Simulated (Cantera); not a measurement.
Input: 1 mol H2O, 0.89 mol O2, 5.8 mol H2, at 1875 K.

Method: chemical equilibrium by Gibbs-energy minimisation in Cantera with the NASA 1993 tables (ideal gas, pure condensed phases). Candidate condensed phases: H2O; 9 gas species. The ideal-gas law is rough above about 30 bar. The numbers say what is thermodynamically allowed, not how fast it happens.

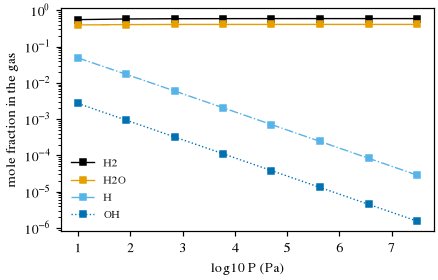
Figure. Equilibrium gas composition (values under 1e-9 drawn at 1e-9)

Read off the mole fractions at 84.0 Pa.

H2 about 0.58, H2O about 0.40, H about 0.017, OH about 0.00094.
